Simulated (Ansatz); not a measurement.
# Nudged elastic band of AlNH$_{5}$ClO$_{2}$ (part 2 of 2)

AlNH$_{5}$ClO$_{2}$; RHF/def2-SVP (Ansatz 0.2.0). It belongs to a series of runs on one base structure; here: band between the two ends.

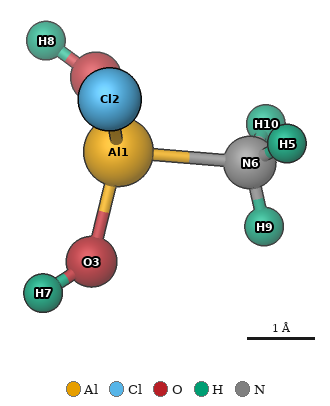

The input geometry (ball-and-stick view, seen at a tilt; atoms are numbered from 1 in the order of the input). Sticks mark near contacts.

## The last band as extended XYZ, continued
```
10
Properties=species:S:1:pos:R:3:forces:R:3 image=7 energy=-24715.58634
Al   -0.2638   -0.4179    0.2954    0.0098  -0.0029  -0.0125
Cl    2.3124    0.5156   -0.0708    0.0039   0.0001   0.0020
O    -0.2922   -1.9868   -0.3140    0.0026   0.0067   0.0226
O    -0.5744   -0.0688    1.9068   -0.0137  -0.0093   0.0106
H     1.1973    0.9626   -0.7630   -0.0049  -0.0013  -0.0006
N    -0.3839    0.8808   -0.9993   -0.0003   0.0024  -0.0024
H    -0.1925   -2.8023    0.1439   -0.0033  -0.0021  -0.0142
H    -0.3272    0.5774    2.5403    0.0075   0.0064  -0.0054
H    -0.6201    0.5916   -1.9340   -0.0007   0.0000   0.0000
H    -0.8558    1.7476   -0.8055   -0.0007  -0.0001  -0.0003
10
Properties=species:S:1:pos:R:3:forces:R:3 image=8 energy=-24715.66726
Al   -0.4211   -0.4391    0.2848   -0.0640  -0.0199   0.0128
Cl    2.5217    0.6195   -0.1302    0.1098   0.0066  -0.0055
O    -0.3372   -2.0139   -0.2977   -0.0137  -0.0087  -0.0098
O    -0.5593   -0.1144    1.9253    0.0008  -0.0127   0.0054
H     1.4436    0.9633   -0.7679    0.0571   0.0487  -0.0032
N    -0.5163    0.8422   -0.9685   -0.0428  -0.0047   0.0099
H    -0.1907   -2.8210    0.1611   -0.0020  -0.0096   0.0123
H    -0.3782    0.5979    2.5085   -0.0152   0.0066  -0.0130
H    -0.6888    0.6034   -1.9284   -0.0214  -0.0063  -0.0075
H    -0.8740    1.7620   -0.7871   -0.0084   0.0000  -0.0012
10
Properties=species:S:1:pos:R:3:forces:R:3 image=9 energy=-24715.69475
Al   -0.4883   -0.4778    0.3052   -0.0004   0.0133   0.0038
Cl    2.7357    0.7864   -0.3058    0.0040   0.0086  -0.0170
O    -0.3909   -2.0525   -0.2718   -0.0098  -0.0049  -0.0147
O    -0.5859   -0.1636    1.9510   -0.0070  -0.0107   0.0000
H     1.5705    1.0080   -0.8112    0.0173   0.0096   0.0120
N    -0.5307    0.8148   -0.9260   -0.0069  -0.0064   0.0024
H    -0.2641   -2.8616    0.1894   -0.0008  -0.0133   0.0112
H    -0.5325    0.5911    2.5061   -0.0018   0.0073  -0.0003
H    -0.6797    0.6022   -1.8958    0.0011  -0.0023   0.0003
H    -0.8341    1.7529   -0.7412    0.0043  -0.0012   0.0022
10
Properties=species:S:1:pos:R:3:forces:R:3 image=10 energy=-24715.69859
Al   -0.5283   -0.5207    0.3247   -0.0048   0.0160  -0.0179
Cl    2.8521    1.0396   -0.4670   -0.0009  -0.0009   0.0007
O    -0.4802   -2.0986   -0.2495    0.0026  -0.0047   0.0023
O    -0.6326   -0.2048    1.9696    0.0016  -0.0006   0.0025
H     1.6137    1.0672   -0.8196   -0.0006   0.0014  -0.0009
N    -0.4778    0.7768   -0.8991    0.0044  -0.0229   0.0260
H    -0.4166   -2.9137    0.2149   -0.0003   0.0031  -0.0016
H    -0.5835    0.5539    2.5200    0.0005   0.0007  -0.0004
H    -0.5967    0.5750   -1.8751   -0.0015   0.0016  -0.0087
H    -0.7503    1.7251   -0.7189   -0.0009   0.0061  -0.0019
```

The run was set up as follows.

## Input file
```yaml
crystal:
  periodic: [false, false, false]
  atoms:
    - { symbol: Al, position_ang: [0.278696, -0.353135, 0.435915] }
    - { symbol: Cl, position_ang: [2.424189, -0.189916, 0.531757] }
    - { symbol: O, position_ang: [-0.309674, -1.797453, -0.260428] }
    - { symbol: O, position_ang: [-0.572917, 0.429992, 1.692778] }
    - { symbol: H, position_ang: [0.542688, 1.354981, -1.467945] }
    - { symbol: "N", position_ang: [-0.249374, 0.901945, -1.03983] }
    - { symbol: H, position_ang: [-0.040208, -2.684749, -0.107812] }
    - { symbol: H, position_ang: [-0.466366, 0.347718, 2.622828] }
    - { symbol: H, position_ang: [-0.746108, 0.381842, -1.747202] }
    - { symbol: H, position_ang: [-0.861028, 1.608676, -0.660161] }
basis:
  gaussian: { orbitals: def2-SVP }
hamiltonian:
  xc: hf
neb:
  order_check: false
  images: 9
  f_tol: 0.05
  max_iterations: 60
  final_atoms:
    - { symbol: Al, position_ang: [-0.5283467, -0.52069234, 0.32468302] }
    - { symbol: Cl, position_ang: [2.8521089, 1.03963767, -0.46701513] }
    - { symbol: O, position_ang: [-0.48017776, -2.09858774, -0.24948177] }
    - { symbol: O, position_ang: [-0.63256088, -0.20481463, 1.96958342] }
    - { symbol: H, position_ang: [1.61370117, 1.06722706, -0.81962801] }
    - { symbol: "N", position_ang: [-0.47777668, 0.77679813, -0.89907309] }
    - { symbol: H, position_ang: [-0.41657509, -2.91365646, 0.21491354] }
    - { symbol: H, position_ang: [-0.58351991, 0.55387563, 2.51996967] }
    - { symbol: H, position_ang: [-0.59665556, 0.57503799, -1.8751405] }
    - { symbol: H, position_ang: [-0.75029948, 1.7250757, -0.71891116] }
  initial_path:
    images:
      - { positions_ang: [[0.278696, -0.353135, 0.435915], [2.424189, -0.189916, 0.531757], [-0.309674, -1.797453, -0.260428], [-0.572917, 0.429992, 1.692778], [0.542688, 1.354981, -1.467945], [-0.249374, 0.901945, -1.03983], [-0.040208, -2.684749, -0.107812], [-0.466366, 0.347718, 2.622828], [-0.746108, 0.381842, -1.747202], [-0.861028, 1.608676, -0.660161]] }
      - { positions_ang: [[0.2147671, -0.38495372, 0.46334934], [2.40371137, -0.07409381, 0.41670194], [-0.28570034, -1.84368666, -0.21085723], [-0.55701029, 0.36120702, 1.75967855], [0.61630544, 1.27299423, -1.36012348], [-0.28202093, 0.90757987, -1.05136113], [-0.06887612, -2.73185894, -0.15106333], [-0.48047424, 0.40443161, 2.65778795], [-0.72096402, 0.42763007, -1.8038556], [-0.83983996, 1.66065132, -0.72035701]] }
      - { positions_ang: [[0.15083819, -0.41677243, 0.49078368], [2.38323374, 0.04172839, 0.30164687], [-0.26172667, -1.88992032, -0.16128646], [-0.54110359, 0.29242204, 1.82657911], [0.68992287, 1.19100745, -1.25230195], [-0.31466787, 0.91321475, -1.06289226], [-0.09754423, -2.77896888, -0.19431466], [-0.49458249, 0.46114522, 2.6927479], [-0.69582003, 0.47341814, -1.8605092], [-0.81865193, 1.71262665, -0.78055303]] }
      - { positions_ang: [[0.08690929, -0.44859115, 0.51821802], [2.36275611, 0.15755058, 0.18659181], [-0.23775301, -1.93615399, -0.1117157], [-0.52519688, 0.22363706, 1.89347966], [0.76354031, 1.10902068, -1.14448043], [-0.3473148, 0.91884962, -1.07442339], [-0.12621235, -2.82607882, -0.23756599], [-0.50869073, 0.51785883, 2.72770785], [-0.67067605, 0.51920621, -1.9171628], [-0.79746389, 1.76460197, -0.84074904]] }
      - { positions_ang: [[0.02298038, -0.48040987, 0.54565237], [2.34227848, 0.27337277, 0.07153675], [-0.21377935, -1.98238765, -0.06214493], [-0.50929017, 0.15485208, 1.96038022], [0.83715775, 1.02703391, -1.0366589], [-0.37996173, 0.9244845, -1.08595452], [-0.15488046, -2.87318876, -0.28081732], [-0.52279897, 0.57457245, 2.7626678], [-0.64553207, 0.56499428, -1.9738164], [-0.77627585, 1.8165773, -0.90094505]] }
      - { positions_ang: [[-0.04094852, -0.51222858, 0.57308671], [2.32180084, 0.38919496, -0.04351832], [-0.18980569, -2.02862131, -0.01257416], [-0.49338346, 0.0860671, 2.02728077], [0.91077519, 0.94504714, -0.92883738], [-0.41260867, 0.93011937, -1.09748565], [-0.18354858, -2.9202987, -0.32406865], [-0.53690722, 0.63128606, 2.79762774], [-0.62038808, 0.61078235, -2.03047], [-0.75508782, 1.86855262, -0.96114107]] }
      - { positions_ang: [[-0.13842816, -0.51392133, 0.52340597], [2.42786246, 0.5192835, -0.12821768], [-0.2478801, -2.0426146, -0.05995568], [-0.52121895, 0.02789075, 2.0157413], [1.05136038, 0.96948312, -0.90699551], [-0.42564227, 0.89945512, -1.05780314], [-0.23015388, -2.91897025, -0.21627221], [-0.54622976, 0.61580397, 2.74209613], [-0.61564158, 0.60363348, -1.9994041], [-0.75413015, 1.83985724, -0.91269508]] }
      - { positions_ang: [[-0.2359078, -0.51561409, 0.47372523], [2.53392407, 0.64937204, -0.21291704], [-0.30595451, -2.05660788, -0.1073372], [-0.54905443, -0.03028559, 2.00420183], [1.19194558, 0.99391911, -0.88515363], [-0.43867587, 0.86879088, -1.01812063], [-0.27675918, -2.91764181, -0.10847577], [-0.5555523, 0.60032189, 2.68656451], [-0.61089507, 0.59648461, -1.9683382], [-0.75317248, 1.81116185, -0.8642491]] }
      - { positions_ang: [[-0.33338743, -0.51730684, 0.42404449], [2.63998568, 0.77946058, -0.2976164], [-0.36402893, -2.07060117, -0.15471872], [-0.57688992, -0.08846194, 1.99266236], [1.33253078, 1.01835509, -0.86331176], [-0.45170948, 0.83812663, -0.97843811], [-0.32336449, -2.91631336, -0.00067934], [-0.56487484, 0.5848398, 2.6310329], [-0.60614857, 0.58933574, -1.9372723], [-0.75221482, 1.78246647, -0.81580312]] }
      - { positions_ang: [[-0.43086707, -0.51899959, 0.37436375], [2.74604729, 0.90954912, -0.38231576], [-0.42210334, -2.08459445, -0.20210024], [-0.6047254, -0.14663828, 1.98112289], [1.47311598, 1.04279107, -0.84146988], [-0.46474308, 0.80746238, -0.9387556], [-0.36996979, -2.91498491, 0.1071171], [-0.57419737, 0.56935771, 2.57550128], [-0.60140207, 0.58218687, -1.9062064], [-0.75125715, 1.75377108, -0.76735714]] }
      - { positions_ang: [[-0.5283467, -0.52069234, 0.32468302], [2.8521089, 1.03963767, -0.46701513], [-0.48017776, -2.09858774, -0.24948177], [-0.63256088, -0.20481463, 1.96958342], [1.61370117, 1.06722706, -0.81962801], [-0.47777668, 0.77679813, -0.89907309], [-0.41657509, -2.91365646, 0.21491354], [-0.58351991, 0.55387563, 2.51996967], [-0.59665556, 0.57503799, -1.8751405], [-0.75029948, 1.7250757, -0.71891116]] }
```

Command:
```bash
ansatz run input.yaml --threads 2 --pin off --max-ram 3072MiB --backend cpu --events-out ev --progress --plain --runs-dir out
```

## Summary

- outcome: converged
- barrier, forward: 2.345 eV
- barrier, backward: 0.112 eV
- hardware: 2 threads of Arm Neoverse V1, 24 GiB of memory available, shared host
- wall time: 3.7 min (CPU time 6.9 min)
- peak memory: 0.2 GiB

The order of the saddle point was not checked.
